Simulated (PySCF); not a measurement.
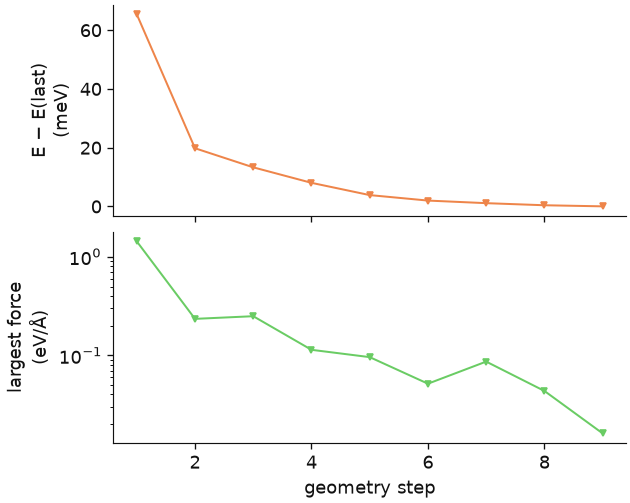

History of a geometry optimisation.

C$_{4}$H$_{6}$O$_{2}$ (SMILES C=CC(=O)OC); PBE0-D3(BJ)/def2-SVP, geometry optimisation in PySCF.

**How did it end, and what did it gain?**

The optimisation met its thresholds at geometry 9, counting the start as the first. The energy fell by about 65 meV from the first step to the last. The largest force goes from about 1.4 eV/Å at the start to 0.016 eV/Å at the end.
